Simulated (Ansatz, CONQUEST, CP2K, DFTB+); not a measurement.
**Codes compared on H-capped Sn nanowire along [110] (56 atoms)**

Aim: run H-capped Sn nanowire along [110] (56 atoms) in several programs and set results and cost side by side. A plane-wave run serves as the reference.

Method: Kohn-Sham DFT, PBE, PAW, plane waves, in Ansatz 0.2.0.

## (1) Set-up

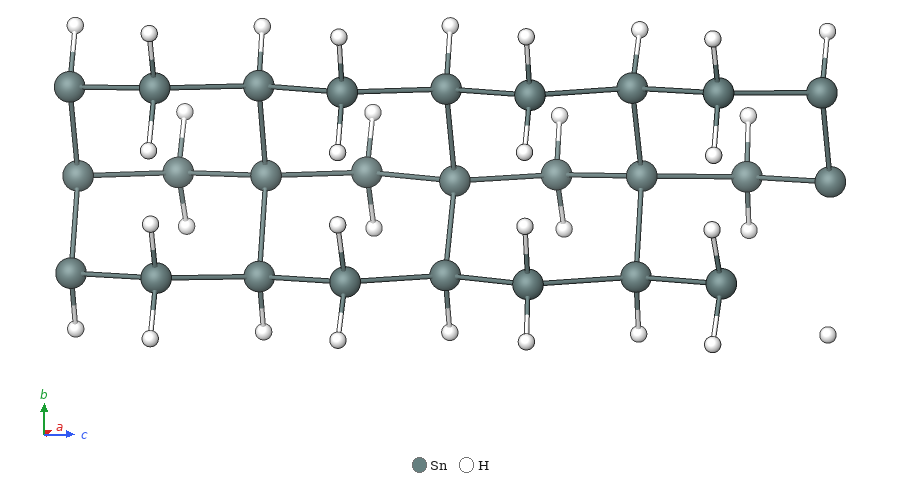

The starting structure, seen from the side, with the c axis across the page (tin teal, hydrogen white). Bonds to atoms that aren't drawn are left out. Some periodic images of atoms are drawn too.

The cell holds 56 atoms: 24 Sn and 32 H. Its edges and angles: a = 16.841 Å, b = 17.381 Å, c = 18.354 Å, α = 90.0°, β = 90.0°, γ = 90.0°. It derives from Sn (diamond-structure). Round section of size parameter 4.53 Å cut from diamond-structure Sn (a = 6.489 Å) along [110], 4 periods, broken bonds capped with H, 10 Å of vacuum. Then every atom was moved at random, 0.03 Å r.m.s. a Cartesian component (hydrogen 0.6 of that). Regions: wire, 24 atoms (24 Sn); hydrogen, 32 atoms (32 H). Vacuum lies along a and b. The structure's axis is c.

## (2) Reference: Ansatz, plane waves

The PAW files are the set soft_2.

Contents of input.yaml:

```yaml
crystal:
  lattice:
    - [16.84129, 0.0, 0.0]
    - [0.0, 17.38083, 0.0]
    - [0.0, 0.0, 18.35366]
  atoms:
    - { symbol: Sn, position: [0.35504, 0.36943, 0.12644] }
    - { symbol: Sn, position: [0.44838, 0.3696, 0.00244] }
    - { symbol: Sn, position: [0.35721, 0.36591, 0.37749] }
    - { symbol: Sn, position: [0.45317, 0.36668, 0.25204] }
    [... 46 atom lines left out ...]
    - { symbol: H, position: [0.7013, 0.5816, 0.37416] }
    - { symbol: H, position: [0.70289, 0.42027, 0.37546] }
    - { symbol: H, position: [0.70062, 0.57931, 0.62243] }
    - { symbol: H, position: [0.70164, 0.42123, 0.62829] }
    - { symbol: H, position: [0.70383, 0.58098, 0.87293] }
    - { symbol: H, position: [0.70101, 0.42136, 0.87417] }
kpoints:
  mp_grid: { grid: [1, 1, 1] }
hamiltonian:
  xc: pbe
scf:
  occupations: { method: fermi_dirac, width: 0.05 }
output:
  forces: true
  eigenvalues: true
  populations: true
```

Run with:

```sh
$ ansatz run input.yaml --threads 4 --pin off --max-ram 8192MiB --backend cpu --events-out ev --progress --plain --runs-dir out
```

Numbers of over 12 decimals in the logs are rounded to 6 here.

What it wrote:

```text
[...]
Pseudopotentials: kind: paw
Pseudopotential: Sn, paw, valence charge 14, recommended cutoff 420 eV (normal), Sn.paw.azcp
Pseudopotential: H, paw, valence charge 1, recommended cutoff 420 eV (normal), H.paw.azcp
[... 5 lines on functional and potentials left out ...]
Crystal: 56 atoms, lattice volume = 5372.403 Å³
Basis set: ecut = 420 eV, 105087 PW (Γ), exchange–correlation on 240×240×250 points (8 copies of the dense FFT grid, shifted against one another)
Bands: 240, of which v1, the nominal top of the filled ones, is band 184 counted from 1 (183 counted from 0)
Symmetry: 1 space group operations
Space group: P1 (ITA 1), of the structure as read, at distance tolerance 1.8e-4 Å
k-points: 1
[... 5 lines on functional and potentials left out ...]
Initial density: superposition of atomic densities (neutral atoms: chi_scale 0, normalization atom), corrected by the library's trained network
Initial wavefunctions: pseudopotential atomic-orbital guess
[...]
SCF iter   1: F=—  HF=-145074.237599 eV  |F-HF|=—  |Δ(HF+E_count)|=         —  Δρ=9.00e-4  dr2=9.29e-2  ethr=1.77e-3  ⟨swp⟩=9.0  Hψ=1186  notcnv=0  defer=19
preconditioner: auto → Resta (q_TF=auto, 1.745 Å⁻¹)  ε∞=1.5  [insulator: Δε(μ)=1.719 eV  Ē_g=8.110 eV  σ=0.050 eV  W_gap=1.00  n_scr=470 (ndim 8)  ℏωp=5.7 eV  f_vac=0.749  D(μ)=0.00/eV (n_scr^D=0)  ε∞_Penn≈1.5  vacuum switching on, ρ_ref=4.8e-3 e/Å³]
[...]
SCF iter   7: F=—  HF=-145074.258333 eV  |F-HF|=—  |Δ(HF+E_count)|=   1.58e-6  Δρ=2.40e-6  dr2=8.22e-7  ethr=2.25e-9  ⟨swp⟩=3.0  Hψ=429  notcnv=0  defer=49
SCF iter   8: F=-145074.258334 eV  HF=-145074.258334 eV  |F-HF|=1.79e-7  |Δ(HF+E_count)|=   6.15e-7  Δρ=8.87e-7  dr2=7.72e-8  ethr=2.72e-11  ⟨swp⟩=19.0  Hψ=2006  notcnv=0
SCF 1 converged in 8 iterations: F = -145074.258334 eV  dr2 = 7.72e-8
[...]
SCF converged after 8 iterations
Free energy (F): -145074.258334 eV
Harris-Foulkes:  -145074.258334 eV  (|F-HF|=1.79e-7)
Internal energy: -145074.258334 eV  (E = F + TS)
E sigma→0 (E₀):  -145074.258334 eV
Entropy (-TS):   -0.000000 eV (-0.000 meV/atom)
Fermi energy:    -2.077599 eV
--- Per-component energies (eV) ---
[...]
Σ components = -145074.258334   (vs F -145074.258334, Δ=0.00e0)
--- Forces (eV/Å), atoms counted from 1 ---
  atom   1  Sn     0.23246619    -0.57344962     0.38032333
  atom   2  Sn     0.50573173    -0.39484274    -0.01909027
  atom   3  Sn    -0.18849296     0.67203352    -0.51598561
  atom   4  Sn    -0.49615363     0.84201278    -0.09431914
[...]
atom  56  H      0.84272317    -1.08916959    -0.02338008
  max |Σ_I F_I| component: 1.46e-4 eV/Å
--- Band table (eV) ---
  k-point 0: bands = ["-24.0519", "-24.0508", "-24.0388", "-24.0334", [... 224 levels ...], "2.0272", "2.0297", "2.0604", "2.0739", "2.1036", "2.1203", "2.1314", "2.1463", "2.1628", "2.1770", "2.1920", "2.2410"]
--- Löwdin populations: 56 sites ---
  site symbol       q [e]
     0     Sn     13.6979
     1     Sn     13.8619
     2     Sn     13.7065
[...]
55      H      1.0909
  spilling = 0.004668 (of n_electrons = 368.000000)
```

The job ended after 22 s (4 threads of Intel Xeon 6975P-C (Granite Rapids), shared host; peak memory 4.2 GiB; 82 s of CPU time).

The column dr2 measures how far the density is from self-consistency, as an energy; F and HF (Harris–Foulkes) agree once it is small.

The run gave:

- free energy: -145074.2583 eV
- free energy per atom: -2590.6118 eV/atom
- SCF cycles: 8
- r.m.s. force component: 0.4556 eV/Å
- longest force: 2.209 eV/Å
- Fermi energy: -2.078 eV
- gap (highest filled to lowest empty level): 1.716 eV
- spilling of the projection: 0.004668

Length of the force by element:

| element | coordination | atoms | mean length of the force (eV/Å) | spread | least | most |
| --- | --- | --- | --- | --- | --- | --- |
| H | all | 32 | 0.535 | 0.351 | 0.0653 | 1.47 |
| Sn | all | 24 | 0.843 | 0.444 | 0.215 | 2.21 |

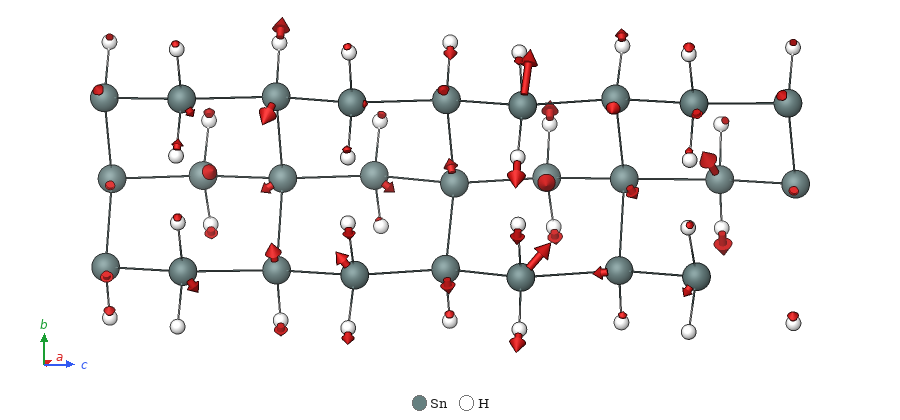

Forces as arrows; the longest in the cell is 2.21 eV/Å. Bonds to atoms that aren't drawn are left out. Some periodic images of atoms are drawn too.

Löwdin charges by element (they lack the spilled electrons, 0.031 e an atom on average):

| element | coordination | atoms | mean charge (e) | spread | least | most |
| --- | --- | --- | --- | --- | --- | --- |
| H | all | 32 | -0.0927 | 0.006 | -0.109 | -0.0804 |
| Sn | all | 24 | 0.195 | 0.120 | -0.0215 | 0.333 |

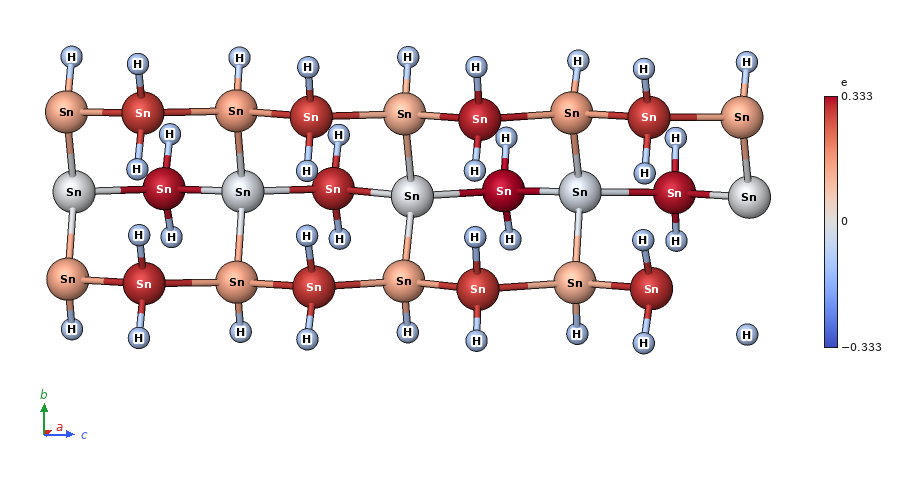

Atoms coloured by Löwdin charge. Bonds to atoms that aren't drawn are left out. Some periodic images of atoms are drawn too.

By region:

| region | atoms | mean length of the force (eV/Å) |
| --- | --- | --- |
| wire | 24 | 0.843 |
| hydrogen | 32 | 0.535 |

The levels nearest the highest filled one (over half full), pooled over k-points and spins:

| level less the highest filled one (eV) | occupation |
| --- | --- |
| -1.17 | 2 |
| -1.10 | 2 |
| -1.01 | 2 |
| -0.923 | 2 |
| -0.367 | 2 |
| 0 | 2 |
| 1.72 | 0 |
| 1.87 | 0 |
| 1.92 | 0 |
| 2.36 | 0 |
| 2.60 | 0 |
| 2.64 | 0 |

## (3) The ladder

The programs:
- CONQUEST 1.3: pseudo-atomic orbitals (double zeta with polarisation, or contracted to multi-site or on-site support functions) with norm-conserving potentials on an integration grid.
- CP2K 2026.2: Gaussian basis with GTH pseudopotentials and a plane-wave density; labels give functional, basis (MOLOPT sets; SR short-range, UZH the newer set with its own potentials), grid cutoff/relative cutoff and solver (OT: orbital transformation; TRS4, TC2, SIGN: linear-scaling purification with its sparsity filter), or its built-in tight binding.
- DFTB+ 25.1: tight binding, with Slater–Koster sets (DFTB) or xTB through its tblite library.

All use the same cell and atoms; the electronic-structure runs use the same k-mesh, and an electronic temperature of 580 K (0.05 eV) where levels are smeared.

Differences are against the plane-wave reference, forces as r.m.s. over components; share is that over the reference's r.m.s. force, slope the least-squares factor from reference forces to these. Total energies of different programs have different zeros and aren't compared.

| run | Δ force, r.m.s. (meV/Å) | share (%) | slope | Δ gap (eV) | cores | CPU time | memory (GiB) |
| --- | --- | --- | --- | --- | --- | --- | --- |
| reference | - | - | - | - | 4 | 82 s | 4.2 |
| CONQUEST PBE, grid 60 Ha (coarse) | 72.5 | 15.9 | 1.058 | 0.111 | 1 | 2.3 min | 2.6 |
| CONQUEST PBE, grid 80 Ha | 46.3 | 10.2 | 1.056 | 0.111 | 1 | 3.9 min | 3.9 |
| CONQUEST PBE, grid 80 Ha, multi-site 5 bohr (coarse) | 135 | 29.7 | 1.058 | 0.477 | 1 | 3.5 min | 3.9 |
| CONQUEST PBEsol, grid 80 Ha | 76.3 | 16.7 | 1.045 | 0.103 | 1 | 3.9 min | 3.9 |
| CP2K PBE, DZVP-MOLOPT (SR for Sn), 450/50 Ry, diagonalisation | 23.1 | 5.06 | 0.965 | 0.145 | 1 | 6.6 min | 7.4 |
| CP2K PBE, DZVP-MOLOPT-SR, 315/50 Ry, diagonalisation (coarse) | 91.3 | 20.0 | 0.927 | 0.151 | 2 | 4.8 min | 4.7 |
| CP2K PBE, DZVP-MOLOPT-SR, 450/50 Ry, diagonalisation | 91.3 | 20.0 | 0.927 | 0.151 | 1 | 5.7 min | 7.3 |
| CP2K PBE, DZVP-UZH, 450/50 Ry, diagonalisation | 38.5 | 8.45 | 0.945 | 0.145 | 1 | 6.4 min | 7.3 |
| DFTB+ IPEA1-xTB | 563 | 124 | 0.784 | -0.300 | 1 | 1.6 s | 0.24 |

Rows marked coarse were listed beforehand as settings not expected to be converged; some can still land near the reference.

CPU time is summed over cores on a shared host, where runs went side by side, so it is rough. Symmetry, cutoffs, thresholds, outputs and thread counts weren't matched or tuned between programs; memory under MPI is the largest rank's times the ranks.

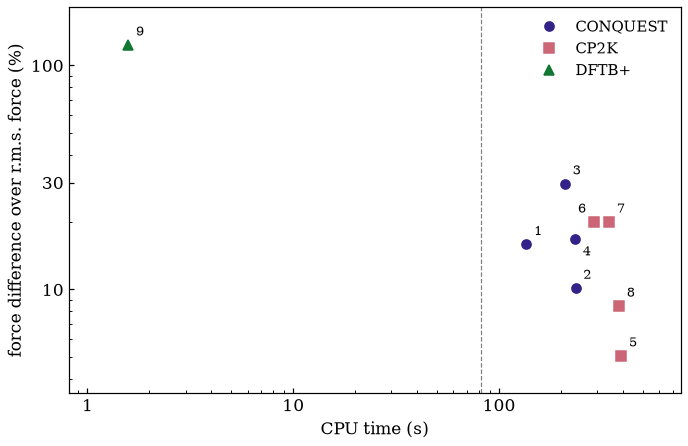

Force difference against CPU time; the dashed line marks the reference's time. Points: 1 CONQUEST PBE, grid 60 Ha; 2 CONQUEST PBE, grid 80 Ha; 3 CONQUEST PBE, grid 80 Ha, multi-site 5 bohr; 4 CONQUEST PBEsol, grid 80 Ha; 5 CP2K PBE, DZVP-MOLOPT (SR for Sn), 450/50 Ry, diagonalisation; 6 CP2K PBE, DZVP-MOLOPT-SR, 315/50 Ry, diagonalisation; 7 CP2K PBE, DZVP-MOLOPT-SR, 450/50 Ry, diagonalisation; 8 CP2K PBE, DZVP-UZH, 450/50 Ry, diagonalisation; 9 DFTB+ IPEA1-xTB.

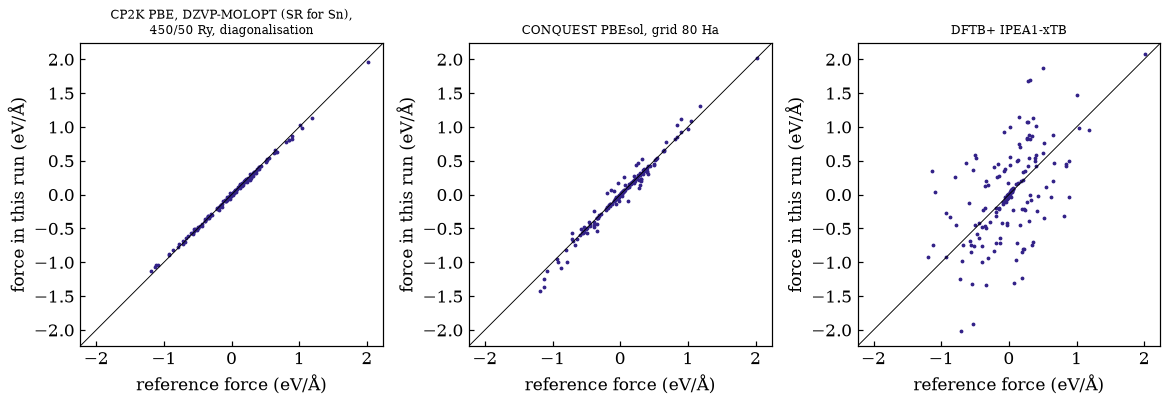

Force components against those of the reference; the line marks equality.

Mean charges by element (e), by run and scheme:

| run | scheme | Sn | H |
| --- | --- | --- | --- |
| reference | Löwdin | +0.20 | -0.09 |
| CP2K PBE, DZVP-MOLOPT (SR for Sn), 450/50 Ry, diagonalisation | Mulliken | +0.17 | -0.13 |
| CP2K PBE, DZVP-MOLOPT (SR for Sn), 450/50 Ry, diagonalisation | Hirshfeld | +0.12 | -0.09 |
| CP2K PBE, DZVP-MOLOPT-SR, 315/50 Ry, diagonalisation | Mulliken | -0.10 | +0.08 |
| CP2K PBE, DZVP-MOLOPT-SR, 315/50 Ry, diagonalisation | Hirshfeld | +0.11 | -0.08 |
| CP2K PBE, DZVP-MOLOPT-SR, 450/50 Ry, diagonalisation | Mulliken | -0.10 | +0.08 |
| CP2K PBE, DZVP-MOLOPT-SR, 450/50 Ry, diagonalisation | Hirshfeld | +0.11 | -0.08 |
| CP2K PBE, DZVP-UZH, 450/50 Ry, diagonalisation | Mulliken | +0.16 | -0.12 |
| CP2K PBE, DZVP-UZH, 450/50 Ry, diagonalisation | Hirshfeld | +0.12 | -0.09 |
| DFTB+ IPEA1-xTB | Mulliken | -0.02 | +0.02 |

The reference's Löwdin charges lack the electrons that the projection spills, 0.031 e an atom on average.

Within one program, basis, potentials and functional, energies share a zero. Each run against its twin at the usual cutoff or grid and solver:

| run | twin | Δ energy (meV/atom) | Δ force, r.m.s. (meV/Å) | CPU time over the twin's |
| --- | --- | --- | --- | --- |
| CONQUEST PBE, grid 60 Ha | grid 80 Ha | -5.55 | 51.4 | 0.58 |
| CP2K PBE, DZVP-MOLOPT-SR, 315/50 Ry, diagonalisation | DZVP-MOLOPT-SR, 450/50 Ry, diagonalisation | -2.0e-4 | 0.285 | 0.84 (this twin ran on 1 cores) |

## (4) Results

| Item | Value |
| --- | --- |
| reference r.m.s. force component | 0.456 eV/Å |
| nearest in forces | CP2K PBE, DZVP-MOLOPT (SR for Sn), 450/50 Ry, diagonalisation, 5.1 % |
| farthest in forces | DFTB+ IPEA1-xTB, 124 % |
| cheapest electronic-structure run beside the reference | DFTB+ IPEA1-xTB, 1.6 s of CPU time |

What this shows: The PBE runs in local orbitals, coarse settings apart, differ by 5.1 % (CP2K PBE, DZVP-MOLOPT (SR for Sn), 450/50 Ry, diagonalisation) to 20 % (CP2K PBE, DZVP-MOLOPT-SR, 450/50 Ry, diagonalisation); basis, grid and potentials can all enter. Tight binding differs by 124 % (DFTB+ IPEA1-xTB); it is another model, with fitted parameters of its own, and the xTB methods hold dispersion. Rows with another functional or a dispersion term differ by 17 % (CONQUEST PBEsol, grid 80 Ha), which mixes the change of model with differences of basis and potentials. IPEA1-xTB was fitted to ionisation energies and electron affinities, not to forces or charges. Runs with settings chosen to be coarse differ by 16 % (CONQUEST PBE, grid 60 Ha) to 30 % (CONQUEST PBE, grid 80 Ha, multi-site 5 bohr), their programs' other errors included. One electronic-structure run takes under half the reference's CPU time: DFTB+ IPEA1-xTB, at 124 % in 1.6 s against 82 s, too far off to be of use. At the same functional, gaps differ from the reference's 1.72 eV by between +0.11 and +0.48 eV. These are spacings on the run's k-points, which needn't hold the band edges. Charges hang on model, scheme and program or settings: among these rows the mean for Sn runs from -0.10 to +0.20 e, even in sign. In the reference: filled and empty levels are parted by 1.72 eV at Γ alone; the mesh holds the band edges only if they fold onto it, so the gap at this level can be narrower or closed, and states at the surface or the caps may set it. In the reference: mean Löwdin charges: H -0.09, Sn +0.20 e (they miss 0.47 % of the electrons, so they add up to more than the cell's charge). Periodic xTB results under one method name differ between programs and library versions (DFTB+ here holds tblite 0.3). The potentials hold different valence shells: 368 electrons in the reference, 128 in CP2K with DZVP-MOLOPT; this bears on time and differences. The electronic-structure runs sample only Γ, in a cell whose periodic width is 18 Å.

[Also dropped from logs without a mark: logging warnings of Python, and SIESTA's first energy breakdown and zero terms.]

[Logs are printed without paths, hosts, clocks, repeated set-up lines and the standing remarks that a program may print on its own settings, such as how far it seeks lower states.]

[Hosts, paths, dates, database ids (printed as entryN), source tags and the programs' standing remarks are cut or masked in the printed files.]
